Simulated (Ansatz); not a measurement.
## Electronic structure of F₃H₃HfO in real space

Input

```
crystal:
  periodic: [false, false, false]
  atoms:
    - { symbol: Hf, position_ang: [0.393002, -0.206852, -0.472142] }
    - { symbol: O, position_ang: [-0.533522, -0.327031, 2.644672] }
    - { symbol: H, position_ang: [-1.036995, -1.121962, 2.867801] }
    - { symbol: F, position_ang: [1.533837, -0.409095, -1.975188] }
    - { symbol: F, position_ang: [-0.06521, 1.629515, -0.297521] }
    - { symbol: F, position_ang: [-1.057917, -1.430462, -0.631601] }
    - { symbol: H, position_ang: [1.443364, -0.744393, 0.954563] }
    - { symbol: H, position_ang: [0.38244, -0.657619, 2.486917] }
basis:
  gaussian: { orbitals: def2-SVP }
hamiltonian:
  xc: pbe0
  dispersion: d4
relax:
  f_tol: 0.03
  max_steps: 50
output:
  orbitals: {}
```

Launched as:

```sh
ansatz run input.yaml --threads 2 --pin off --max-ram 3072MiB --backend cpu --events-out ev --progress --plain --runs-dir out
```

The fields are those of the run's last geometry, not of the input's.

Core potentials replace the inner electrons of Hf.

Theory: Ansatz 0.2.0, RKS PBE0-D4/def2-SVP.

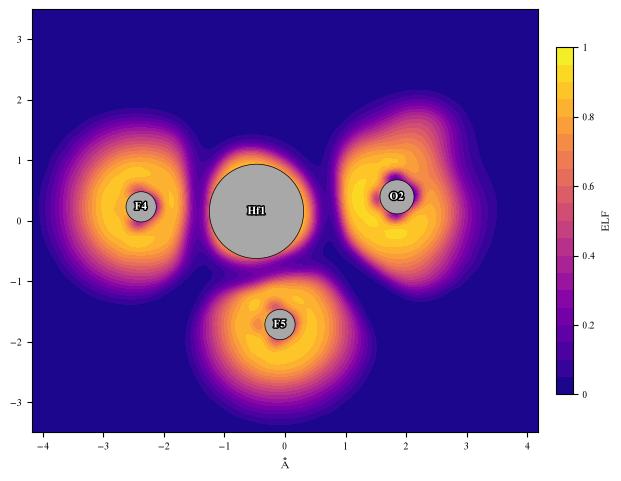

Figure 1. ELF on the plane of atoms O2, Hf1 and F4. Grey discs cover the atomic cores.

### What does the map show?

- The section cuts through Hf, O and F sites.
- Hf–F (1.91 Å): the ELF peaks at about 0.85 in the valence shell of F, 0.5 Å from its nucleus, and drops to about 0.20 between the two atoms.
- Hf–O (2.33 Å): the ELF peaks at about 0.90 in the valence shell of O, 0.6 Å from its nucleus, and drops to about 0.10 between the two atoms.

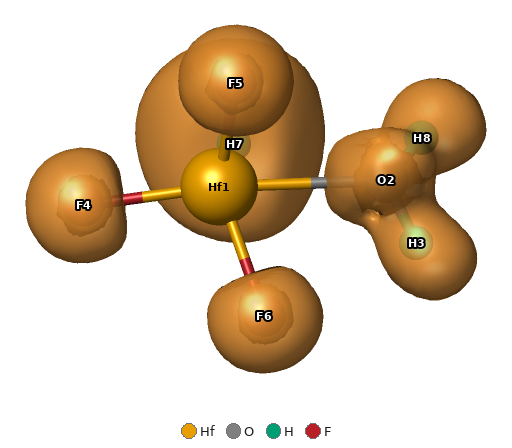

Figure 2. Isosurface of the electron localisation function at 0.75 (orange), seen across its widest extent. Only the valence region is drawn (cores and ρ < 0.01 e/Å³ removed).

### Identify the bonds, lone pairs and shells in this picture.

At this value the surface marks out one region around a hydrogen nucleus, three regions wrapped around F (the valence shell of each) and one joined region spread over several atoms (H, O), in which their bonds and any lone pairs are merged.

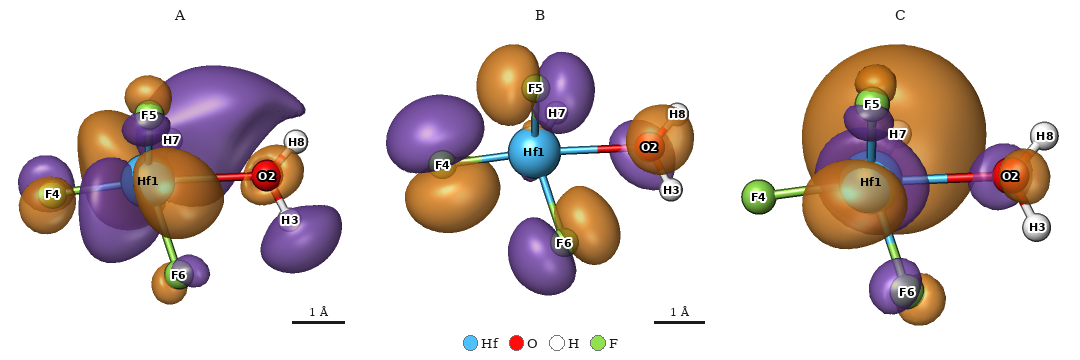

Figure 3. Three frontier orbitals at ±0.08 Å⁻³ᐟ² (orange and purple are the two phases), in no order.

### Order the three orbitals by energy and name them.

B is the HOMO−1 (−10.99 eV). It lies mainly on F4 (about 45 %), F5 (about 20 %), F6 (about 20 %) and O2 (about 5 %); largely a combination of lone pairs on F4, F5, F6 and O2. C is the HOMO (−8.35 eV). Its weight (Hirshfeld) is mainly on H7 (about 55 %) and Hf1 (about 40 %). A is the LUMO (−0.60 eV). It lies mainly on Hf1 (about 65 %), F4 (about 5 %) and O2 (about 5 %).

### What is the HOMO–LUMO gap?

7.75 eV between the orbital energies.
